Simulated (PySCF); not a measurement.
# Spin–spin coupling calculation, with input and output: C₄H₉NO

The run: spin–spin coupling calculation of C₄H₉NO (Methyl Ethyl Formamide). Method and program: B3LYP/6-31G* indirect spin-spin coupling, non-relativistic, gas phase (PySCF 2.14.0).

The geometry comes from this level: PBE0-D3(BJ)/def2-SVP. Figures and captions count atoms from 1; the log counts them from 0 in places.

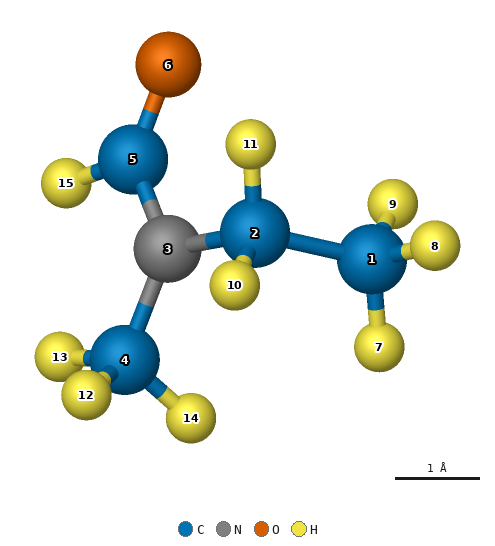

**Figure 1.** The structure (ball-and-stick view, seen at a tilt; atoms are numbered from 1 in the order of the input). Bond lengths as drawn: C–C 1.52 Å, C–H 1.10 to 1.12 Å, C–N 1.36 to 1.45 Å and C–O 1.21 Å.

### The input
```
{"job": {"kind": "j", "xc": "B3LYP", "basis": "6-31G*"}, "charge": 0, "multiplicity": 1}
C     -1.685468    -0.426045     0.590430
C     -0.845909     0.492707    -0.283471
N      0.579951     0.272463    -0.145608
C      1.195225    -0.798292    -0.879483
C      1.283129     1.035259     0.732326
O      0.820333     1.919479     1.416696
H     -1.517305    -1.487946     0.352045
H     -2.756915    -0.218287     0.449587
H     -1.444625    -0.266726     1.651731
H     -1.110420     0.369103    -1.347282
H     -1.032308     1.541063    -0.009343
H      1.076233    -0.659359    -1.967827
H      2.270935    -0.826985    -0.654394
H      0.768338    -1.780683    -0.613243
H      2.366034     0.758133     0.751845
```

The first line tells a small driver script what to run in PySCF; the rest is the geometry in Å.

Machine: 1 CPU thread, shared host.

Launched with:
```bash
OMP_NUM_THREADS=1 python <driver script> task.json out
```

### The program's output
```
coarse grid: 12072 points
cycle   1  E = -287.7063464978  dE =  7.246e-01  |g| = 8.824e-01  |ddm| = 3.454e+00
cycle   2  E = -286.9561190073  dE =  7.502e-01  |g| = 2.071e+00  |ddm| = 3.252e+00
cycle   3  E = -287.8598856389  dE = -9.038e-01  |g| = 2.215e-01  |ddm| = 2.643e+00
cycle   4  E = -287.8694598787  dE = -9.574e-03  |g| = 1.140e-01  |ddm| = 3.241e-01
cycle   5  E = -287.8722730010  dE = -2.813e-03  |g| = 3.123e-02  |ddm| = 1.117e-01
cycle   6  E = -287.8724791631  dE = -2.062e-04  |g| = 7.246e-03  |ddm| = 2.619e-02
cycle   7  E = -287.8724899703  dE = -1.081e-05  |g| = 1.734e-03  |ddm| = 6.553e-03
cycle   8  E = -287.8724906185  dE = -6.482e-07  |g| = 5.454e-04  |ddm| = 2.267e-03
final grid: 115384 points
cycle   9  E = -287.8216300090  dE = -1.715e-05  |g| = 6.274e-03  |ddm| = 1.801e-02
cycle  10  E = -287.8216191419  dE =  1.087e-05  |g| = 9.347e-03  |ddm| = 1.468e-02
cycle  11  E = -287.8216390044  dE = -1.986e-05  |g| = 2.599e-03  |ddm| = 9.990e-03
cycle  12  E = -287.8216403679  dE = -1.363e-06  |g| = 1.986e-04  |ddm| = 2.312e-03
cycle  13  E = -287.8216403749  dE = -7.066e-09  |g| = 9.205e-05  |ddm| = 2.301e-04
cycle  14  E = -287.8216403767  dE = -1.805e-09  |g| = 2.247e-05  |ddm| = 7.506e-05
cycle  15  E = -287.8216403768  dE = -8.595e-11  |g| = 8.892e-06  |ddm| = 2.511e-05
```

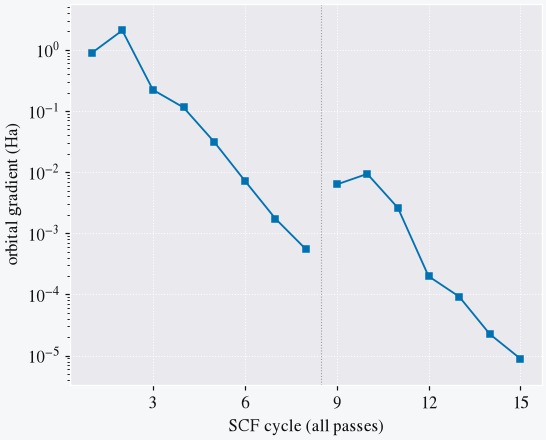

**Figure 2.** Convergence of the self-consistent field: orbital gradient against the SCF cycle. The dotted line marks the change from a coarse to the final integration grid. The first 8 cycles use a coarse grid, the final grid takes over at cycle 9, and the field converges after 15 cycles in all.

```
converged SCF energy = -287.8216403768

Indirect spin-spin couplings (Hz)
  i      j    bonds     total        FC       PSO       DSO        SD
  0 C    1 C    1     50.622    50.768    -0.346     0.200         -
  0 C    2 N    2      0.221     0.149     0.060    -0.013     0.024
  0 C    3 C    3      0.088     0.072     0.035    -0.019         -
  0 C    4 C    3      0.443     0.438     0.030    -0.026         -
  0 C    5 O    4     -0.195    -0.302     0.099     0.008         -
  0 C    6 H    1    140.591   138.896     0.988     0.707         -
  0 C    7 H    1    140.015   138.355     1.001     0.659         -
  0 C    8 H    1    145.999   144.439     0.854     0.707         -
  0 C    9 H    2     -1.360    -1.322     0.137    -0.175         -
  0 C   10 H    2     -2.599    -2.564     0.100    -0.136         -
  0 C   12 H    4     -0.234    -0.137     0.203    -0.301         -
  0 C   14 H    4     -0.412    -0.318     0.219    -0.314         -
  1 C    2 N    1    -16.983   -16.605     0.216    -0.123    -0.472
  1 C    3 C    2      0.814     0.976    -0.141    -0.022         -
  1 C    4 C    2     -0.057     0.110    -0.161    -0.006         -
  1 C    5 O    3     -0.764    -1.064     0.304    -0.004         -
  1 C    6 H    2     -4.020    -3.955     0.049    -0.115         -
  1 C    7 H    2     -0.343    -0.378     0.146    -0.111         -
  1 C    8 H    2     -4.058    -4.025     0.047    -0.080         -
  1 C    9 H    1    151.183   149.723     0.431     1.029         -
  1 C   10 H    1    157.520   156.235     0.225     1.059         -
  1 C   11 H    3      1.069     1.088    -0.001    -0.018         -
  1 C   12 H    3      6.063     6.302     0.259    -0.498         -
  1 C   13 H    3      0.636     0.693    -0.036    -0.021         -
  1 C   14 H    3      2.940     3.182     0.283    -0.525         -
  2 N    3 C    1    -19.061   -18.737     0.223    -0.108    -0.439
  2 N    4 C    1    -19.397   -22.263     3.101    -0.138    -0.097
  2 N    5 O    2      0.577     2.396    -2.730    -0.013     0.925
  2 N    6 H    3     -0.809    -0.809     0.016    -0.040     0.025
  2 N    7 H    3     -4.723    -4.808    -0.048     0.148    -0.014
  2 N    8 H    3     -0.787    -0.790     0.026    -0.045     0.022
  2 N    9 H    2     -0.030     0.085    -0.081    -0.023    -0.010
  2 N   10 H    2      0.688     0.830    -0.107    -0.037     0.002
  2 N   11 H    2     -0.091    -0.012    -0.094     0.019    -0.005
  2 N   12 H    2      0.701     0.816    -0.114     0.014    -0.015
  2 N   13 H    2      0.366     0.439    -0.097     0.019     0.005
  2 N   14 H    2    -15.226   -15.743     0.459     0.031     0.028
  3 C    4 C    2      4.069     4.297    -0.210    -0.018         -
  3 C    5 O    3      0.741     0.322     0.355     0.065         -
  3 C    7 H    4     -0.247    -0.135     0.191    -0.302         -
  3 C    9 H    3      2.696     2.643    -0.024     0.078         -
  3 C   10 H    3      4.987     5.207     0.278    -0.497         -
  3 C   11 H    1    150.841   149.530     0.535     0.776         -
  3 C   12 H    1    144.706   143.342     0.574     0.791         -
  3 C   13 H    1    150.025   148.695     0.539     0.790         -
  3 C   14 H    3      2.036     2.004    -0.075     0.106         -
  4 C    5 O    1      9.081    -1.784    10.965    -0.100         -
  4 C    6 H    4     -0.200    -0.132     0.127    -0.195         -
  4 C    7 H    4     -0.203    -0.055     0.167    -0.315         -
  4 C    9 H    3      3.766     3.978     0.219    -0.430         -
  4 C   10 H    3      2.491     2.793    -0.437     0.135         -
  4 C   11 H    3      3.179     3.387     0.122    -0.330         -
  4 C   12 H    3      5.747     5.877    -0.376     0.246         -
  4 C   13 H    3      2.513     2.706     0.101    -0.294         -
  4 C   14 H    1    188.793   188.051    -0.570     1.312         -
  5 O    9 H    4     -0.370    -0.613     0.043     0.199         -
  5 O   11 H    4     -0.729    -0.970     0.021     0.221         -
  5 O   12 H    4      0.450    -0.020     0.277     0.193         -
  5 O   13 H    4     -0.782    -1.012     0.017     0.213         -
  5 O   14 H    2     -4.937    -6.769     1.487     0.345         -
  6 H    7 H    2    -15.818   -14.779     1.312    -2.351         -
  6 H    8 H    2    -14.400   -13.377     1.232    -2.255         -
  6 H    9 H    3      3.466     3.804     0.104    -0.442         -
  6 H   10 H    3     13.372    14.497     1.517    -2.643         -
  6 H   12 H    5     -0.380    -0.042     0.457    -0.795         -
  6 H   13 H    5      0.711    -0.127    -1.351     2.188         -
  6 H   14 H    5     -0.271     0.117     0.591    -0.979         -
  7 H    8 H    2    -16.142   -15.072     1.294    -2.364         -
  7 H    9 H    3      1.990     2.284     0.069    -0.363         -
  7 H   10 H    3      2.255     2.539     0.018    -0.302         -
  7 H   11 H    5     -0.472    -0.081     0.580    -0.970         -
  7 H   12 H    5     -0.510     0.050     0.895    -1.454         -
  7 H   13 H    5     -0.371    -0.037     0.466    -0.801         -
  8 H    9 H    3     12.692    13.825     1.556    -2.689         -
  8 H   10 H    3      4.170     4.406    -0.095    -0.141         -
  8 H   11 H    5     -0.501     0.026     0.821    -1.348         -
  8 H   12 H    5     -0.371     0.017     0.554    -0.942         -
  8 H   14 H    5     -0.183     0.163     0.455    -0.801         -
  9 H   10 H    2    -16.069   -15.255     0.877    -1.690         -
  9 H   11 H    4      0.218    -0.243    -1.016     1.477         -
  9 H   12 H    4     -0.350     0.328     0.974    -1.652         -
  9 H   13 H    4      0.173     0.352    -0.061    -0.118         -
  9 H   14 H    4     -0.321     0.369     1.160    -1.850         -
 10 H   11 H    4     -0.162     0.373     0.722    -1.257         -
 10 H   12 H    4      0.952     1.649     1.170    -1.867         -
 10 H   13 H    4     -1.322    -0.577     1.121    -1.865         -
 10 H   14 H    4     -1.360    -0.509     1.068    -1.919         -
 11 H   12 H    2    -15.963   -14.883     1.143    -2.223         -
 11 H   13 H    2    -12.396   -11.403     1.192    -2.185         -
 11 H   14 H    4     -0.961    -0.474     0.575    -1.062         -
 12 H   13 H    2    -15.968   -14.919     1.110    -2.159         -
 12 H   14 H    4      0.439    -0.506    -1.596     2.541         -
 13 H   14 H    4     -0.992    -0.536     0.513    -0.970         -
```

### Results in brief

| quantity | value |
| --- | --- |
| outcome | converged |
| total energy | −287.821640 hartree |
| HOMO | −6.54 eV |
| LUMO | 0.96 eV |
| dipole moment | 3.67 D |
| wall time | 11 s |
| peak memory | 0.59 GiB |
